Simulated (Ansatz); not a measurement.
# Run report: GaSiH$_{7}$S, nudged elastic band (part 2 of 2)

The same run, continued: GaSiH$_{7}$S; RKS BHLYP-D4/def2-SVP (Ansatz 0.2.0). The run did not end well. One setting was made poor on purpose. It belongs to a series of runs on one base structure; here: band between the two ends.

Geometry of the input (Å):
```
Ga -0.0802  -1.3672  -0.0106
Si 1.4380  0.4806  -0.3780
H  -0.7524  -2.0740  -1.2417
H  -0.0865  -2.0984  1.3800
H  -2.0329  1.1066  -0.4181
S  -2.1835  0.1955  0.5556
H  0.9478  1.3632  -1.4753
H  1.5276  1.3470  0.8322
H  2.8249  0.0771  -0.7292
H  -1.6029  0.9697  1.4851
```

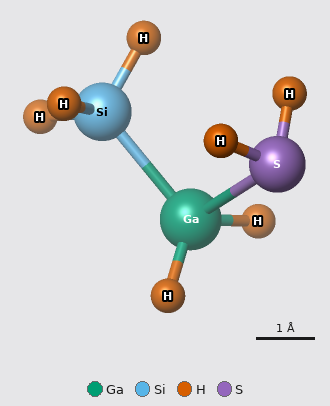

*The starting structure (ball-and-stick view, seen at a tilt). Sticks mark near contacts.*

```
Unfinished report: {"positions_ang":[[-0.46755391702596966,-1.2136028326185575,0.15059891007659043],[1.2457843775099267,0.6572704516943545,-0.4379443261247673],[-0.6155578657897465,-2.1240165635955113,-1.0954453793742307],[-0.07699590014356765,-1.58298650227716,1.6109478170263647],[-0.7145784459402299,0.56374892109305,-0.22549142719087417],[-2.3440218724319952,0.2960814619915739,0.1362684553582983],[0.9043706292901406,1.9183191129178392,-1.130131815663939],[1.900759159884664,0.9855696436598294,0.8531209675514813],[2.2336397438215374,-0.07669354468499613,-1.279754999982084],[-2.065844919174759,0.5763108518195779,1.417833798323161]],"unchecked":["starts","cluster_reference","orbital_swaps","neighbouring_geometries","increment"],"mean_field":{"relativity":"none","state":{"energy":{"ev":-71189.88521050921,"hartree":-2616.1800272488995},"converged":true,"gradient_ev":0.00002116830215944605,"stability":{"kind":"minimum","curvature_ev":28.072513174983328},"curvature_floor_ev":0.00030000000000000003,"spin_squared":2.842170943040401e-14},"others":[],"fillings":{"estimated":0,"unestimated":0,"tried":0,"untried":0,"excluded_magnetic_sites":0},"n_dropped_functions":0,"n_trapped_functions":0,"passes":{"evaluations":4,"products":24},"factors":{"origin":"Cholesky decomposition","count":1067,"bound_ev":0.0009867503815644285},"gradient_stop_ev":0.00009,"reference_kind":"stationary","functional":{"name":"BHLYP","citations":["Becke, J. Chem. Phys. 98, 1372 (1993) doi:10.1063/1.464304","Becke, Phys. Rev. A 38, 3098 (1988) doi:10.1103/PhysRevA.38.3098","Lee, Yang & Parr, Phys. Rev. B 37, 785 (1988) doi:10.1103/PhysRevB.37.785"],"text":"name \"BHLYP\"\ncite \"Becke, J. Chem. Phys. 98, 1372 (1993) doi:10.1063/1.464304\"\ncite \"Becke, Phys. Rev. A 38, 3098 (1988) doi:10.1103/PhysRevA.38.3098\"\ncite \"Lee, Yang & Parr, Phys. Rev. B 37, 785 (1988) doi:10.1103/PhysRevB.37.785\"\nparameter a = 0.5\nexchange = (1 - a)*b88_x + a*exact_x\ncorrelation = lyp_c\n","parameters":{"a":{"value":0.5,"default":0.5}},"final_grid":{"core_spheres":13.0,"valence_spheres":11.0,"degree":36.0},"final_grid_parameter_source":"default","radial_points_factor":1.0,"radial_grid_error_ev":4.671919181681796e-7,"grid_sensitivity":"normal","grid_sensitivity_ratio":0.0009331686670994504},"unsmoothed_excess_ev":-0.0001854797248692269,"symmetry":{"irreps":["A"],"axes":[[0.9999516593242567,-0.006991093440084403,-0.006914016718078104],[0.00703356232286485,0.9999564302538292,0.006137311713546372],[0.0068708089564643495,-0.0061856451992388225,0.9999572639756925]],"occupied":[{"A":34},{"A":34}]},"held":{"pivots":1067,"left_out":0,"joined":0},"density_repulsion":{"missed_ev":9.966810671147804e-6,"excess_ev":0.0,"most_excess_ev":0.0001836,"are_drawn_again":false,"n_first_factors":1067,"energy_change_ev":0.0,"n_dropped_ends":0}},"factors":{"origin":"Cholesky decomposition","count":1067,"bound_ev":0.0009867503815644285},"n_frozen":0,"n_occupied":[34,34],"n_virtual":[69,69],"reference":{"ev":-71189.88521050921,"hartree":-2616.1800272488995},"dispersion":{"energy":{"ev":-0.34178286135543734,"hartree":-0.012560288486068188},"switches_in_reach":[]},"total":{"ev":-71190.22699337057,"hartree":-2616.1925875373854},"forces_ev_per_angstrom":[[0.36010266997687734,-0.4331160151006354,-0.13427417550918333],[0.09847013821910937,-0.007261488067223423,0.06364222638376599],[-0.011287595585155697,-0.014671013704200065,-0.03587445797317475],[-0.1030207780774576,0.01901261752679964,-0.005496963051012886],[-0.2573527206147131,-0.14484418093608953,0.05977507205933734],[0.2870223805612323,0.2292068754569758,0.06873042987865002],[0.008587574683126624,0.11942855538487335,-0.0689525516858387],[-0.03196832337455399,0.06586060853295878,-0.017168073620533224],[-0.15733755044480915,-0.0038141933020791985,0.028641423894930833],[-0.19321579534227593,0.17019823422084437,0.04097706964511033]],"charge_distribution":{"dipole_moment_e_ang":[-0.04007358436894112,0.10540369125630883,0.1516021983335329],"mulliken_charges_e":[0.27071689442858116,0.1819624667766231,-0.10544619224753249,-0.11139348347678069,0.11218997038607492,-0.1888953777195752,-0.08988591007430591,-0.08360018474154174,-0.08153592179560776,0.09588773846410559],"lowdin_charges_e":[-0.33032313306592087,0.2947877062830031,-0.06898901672423752,-0.07008682407754585,0.10590653841152642,0.26953767157656294,-0.07360637572579676,-0.0680863196972139,-0.05925321205221645,0.00011296507185809546]},"n_threads":2,"memory_gib":2.556818182580173,"seconds":{"hamiltonian":1.880814112,"orbitals":0.0,"second_order":0.0,"solver_start":0.0,"cycles":0.0,"cycle":0.0,"perturbative":0.0,"full_ci_increment":0.0,"forces":0.0}}
this run last wrote the band of iteration 3 to [file]
Error: NEB band did not converge after 3 iterations: max|band force component| = 7.62e-1 eV/Å (threshold 3.0e-2); raise `neb.max_iterations` in a new run, which can start from the last band evaluated (`neb.initial_path`, with `crystal.atoms` and `neb.final_atoms` set to its first and last images), add images, or start from endpoints closer to local minima. Where this run's directory can be resumed (`checkpoint.write`), a resume goes on for up to `neb.max_iterations` more; to start a new run from the last band, take its images' positions from the `neb_iteration` event of iteration 3 (`data.images[].positions_ang`), in the event stream of the run that computed that iteration (not this run's, if it was resumed behind it). With `checkpoint.write`, `steps/00-neb/state/checkpoint.json` in the run directory holds the last saved band, under `neb.evaluated.images[].positions_ang` (a band under a hybrid functional on support functions is neither saved nor resumed: `neb.initial_path` says where its path is): check the last entry of `neb.iterations` there, which is earlier than 3 if that iteration was not saved or its write failed. If the band's step has no `state` directory and holds `state.next`, a write was cut short, and the file is under `state.next` instead (behind a loss of power it can be under `state.prev`)
this run wrote the band of iteration 3 to [file] as well, whether or not its events were kept: a new run's `neb.initial_path` can list its `images[].positions_ang`
a run's events are kept only if it was started with --events-out <file>, and are in that file
```

### The last band as extended XYZ (Å, eV, eV/Å)
```
10
Properties=species:S:1:pos:R:3:forces:R:3 image=0 energy=-71191.52790
Ga   -0.0802   -1.3672   -0.0106   -0.0005  -0.0006   0.0005
Si    1.4380    0.4806   -0.3780   -0.0002   0.0005  -0.0002
H    -0.7524   -2.0740   -1.2417    0.0001   0.0007   0.0003
H    -0.0865   -2.0984    1.3800    0.0005  -0.0007  -0.0010
H    -2.0329    1.1066   -0.4181   -0.0011  -0.0013  -0.0005
S    -2.1835    0.1955    0.5556    0.0001   0.0001   0.0014
H     0.9478    1.3632   -1.4753    0.0000   0.0001   0.0011
H     1.5276    1.3470    0.8322    0.0006  -0.0004   0.0005
H     2.8249    0.0771   -0.7292    0.0001   0.0000  -0.0001
H    -1.6029    0.9697    1.4851    0.0003   0.0016  -0.0020
10
Properties=species:S:1:pos:R:3:forces:R:3 image=1 energy=-71191.47093
Ga   -0.0376   -1.3818    0.0238    0.0864   0.0852   0.0801
Si    1.4475    0.4714   -0.3937    0.1743   0.0052  -0.0152
H    -0.6637   -2.1894   -1.1698   -0.0132   0.0393   0.0207
H    -0.0770   -2.0009    1.4689   -0.0222  -0.0227  -0.0294
H    -1.9073    1.2780   -0.3713    0.1300   0.1248  -0.2316
S    -2.1269    0.1977    0.3775   -0.5172  -0.0600   0.1566
H     0.8571    1.4765   -1.3282   -0.0150  -0.0821  -0.0116
H     1.7641    1.2321    0.8491   -0.0229  -0.0412  -0.0053
H     2.7417    0.0302   -0.9771    0.0461   0.0767  -0.0253
H    -1.9980    0.8862    1.5209    0.1536  -0.1253   0.0609
10
Properties=species:S:1:pos:R:3:forces:R:3 image=2 energy=-71191.42226
Ga   -0.0808   -1.3230    0.0705   -0.1849  -0.1139   0.1947
Si    1.4056    0.5012   -0.3993    0.2572   0.0307  -0.0307
H    -0.6639   -2.1930   -1.0953    0.0400  -0.0450  -0.0047
H    -0.1060   -1.8370    1.5540    0.0223  -0.1280  -0.0320
H    -1.4975    1.1322   -0.3418   -0.1681   0.2417  -0.1371
S    -2.2430    0.1967    0.2543   -0.1078   0.0493  -0.0347
H     0.8128    1.6405   -1.1628   -0.1046  -0.0953  -0.0293
H     1.9298    1.1091    0.8508    0.0513   0.0200   0.0312
H     2.5579    0.0032   -1.1886    0.1415   0.0988  -0.0422
H    -2.1150    0.7702    1.4583    0.0531  -0.0581   0.0849
10
Properties=species:S:1:pos:R:3:forces:R:3 image=3 energy=-71191.06114
Ga   -0.1518   -1.2252    0.0982   -0.1885  -0.7701   0.0903
Si    1.3484    0.5444   -0.4111    0.6631   0.3572  -0.0679
H    -0.6603   -2.1421   -1.0656    0.0368  -0.0285   0.0419
H    -0.1429   -1.6868    1.5968   -0.0725  -0.0657  -0.0235
H    -1.1340    0.7673   -0.2563   -0.4036   0.5373  -0.0081
S    -2.3455    0.3324    0.1495   -0.1180  -0.0772   0.0976
H     0.8187    1.7640   -1.0985   -0.1035  -0.1713   0.0203
H     1.9867    1.0401    0.8396    0.0501   0.0197  -0.0654
H     2.3990   -0.0274   -1.2909    0.1331   0.1057  -0.0198
H    -2.1183    0.6332    1.4384    0.0031   0.0929  -0.0652
10
Properties=species:S:1:pos:R:3:forces:R:3 image=4 energy=-71190.22681
Ga   -0.4676   -1.2136    0.1506    0.3601  -0.4331  -0.1343
Si    1.2458    0.6573   -0.4379    0.0985  -0.0073   0.0636
H    -0.6156   -2.1240   -1.0954   -0.0113  -0.0147  -0.0359
H    -0.0770   -1.5830    1.6109   -0.1030   0.0190  -0.0055
H    -0.7146    0.5637   -0.2255   -0.2574  -0.1448   0.0598
S    -2.3440    0.2961    0.1363    0.2870   0.2292   0.0687
H     0.9044    1.9183   -1.1301    0.0086   0.1194  -0.0690
H     1.9008    0.9856    0.8531   -0.0320   0.0659  -0.0172
H     2.2336   -0.0767   -1.2798   -0.1573  -0.0038   0.0286
H    -2.0658    0.5763    1.4178   -0.1932   0.1702   0.0410
10
Properties=species:S:1:pos:R:3:forces:R:3 image=5 energy=-71191.36525
Ga   -0.7369   -1.2487    0.2282   -0.6060  -0.5461  -0.0264
Si    1.2307    0.7868   -0.4777    0.4549   0.5105  -0.1184
H    -0.6007   -2.1036   -1.0627    0.1225   0.0138  -0.0505
H    -0.0096   -1.5302    1.5821    0.0493   0.1235  -0.0921
H    -0.2464    0.4920   -0.2882    0.9717  -0.4268  -0.0927
S    -2.5134    0.1235    0.2433   -0.4895  -0.2522   0.3901
H     0.9785    2.0251   -1.2132    0.2857   0.4131  -0.1707
H     1.8741    1.0113    0.8325   -0.0975   0.0541   0.0156
H     2.0967   -0.1183   -1.2768   -0.4004  -0.1138   0.0843
H    -2.0732    0.5620    1.4324   -0.2906   0.2239   0.0607
10
Properties=species:S:1:pos:R:3:forces:R:3 image=6 energy=-71191.87180
Ga   -0.8823   -1.3111    0.2695   -0.0232  -0.2640  -0.1405
Si    1.3258    0.9033   -0.5464    0.4378   0.1146  -0.0665
H    -0.6957   -2.1052   -1.0534   -0.0099  -0.0509  -0.0348
H     0.0468   -1.4554    1.5116    0.0364   0.0533   0.0219
H    -0.0750    0.5101   -0.3834   -0.3270  -0.1692   0.0416
S    -2.7294   -0.1167    0.4668   -0.0931   0.0143   0.1237
H     1.2706    2.1149   -1.3794    0.1358   0.1203  -0.0544
H     1.8833    1.1594    0.7947    0.0452   0.0683  -0.0029
H     2.0537   -0.1912   -1.2161    0.0428   0.0046  -0.0181
H    -2.1978    0.4919    1.5360   -0.2447   0.1086   0.1301
10
Properties=species:S:1:pos:R:3:forces:R:3 image=7 energy=-71191.98527
Ga   -0.9398   -1.3010    0.2703   -0.0508  -0.0361  -0.0548
Si    1.4140    0.9392   -0.6096    0.0646  -0.0098   0.0068
H    -0.8328   -2.0476   -1.0889   -0.0062  -0.0305  -0.0126
H     0.0981   -1.3891    1.4271    0.0325   0.0074   0.0280
H    -0.0153    0.5538   -0.4952   -0.0672   0.0071  -0.0210
S    -2.8397   -0.2274    0.6383    0.0113   0.0005   0.0214
H     1.4915    2.0441   -1.5840    0.0335   0.0306  -0.0292
H     1.8786    1.3660    0.7247    0.0223   0.0182   0.0004
H     2.1647   -0.2422   -1.0773    0.0496   0.0043  -0.0075
H    -2.4194    0.3041    1.7947   -0.0899   0.0081   0.0686
10
Properties=species:S:1:pos:R:3:forces:R:3 image=8 energy=-71192.01085
Ga   -1.0117   -1.2743    0.2911    0.0080  -0.0012  -0.0053
Si    1.5002    0.9722   -0.6803   -0.0045   0.0022   0.0152
H    -0.9399   -1.9553   -1.1053   -0.0026   0.0000   0.0029
H     0.1002   -1.3169    1.3825   -0.0021  -0.0022  -0.0011
H     0.0457    0.6528   -0.6385    0.0071  -0.0034  -0.0030
S    -2.9488   -0.3371    0.7964    0.0004   0.0060   0.0127
H     1.7218    1.9528   -1.7642   -0.0002  -0.0032   0.0024
H     1.8900    1.5411    0.6270   -0.0018  -0.0034  -0.0130
H     2.2470   -0.2751   -0.9459   -0.0012   0.0068  -0.0001
H    -2.6045    0.0398    2.0371   -0.0032  -0.0018  -0.0108
```
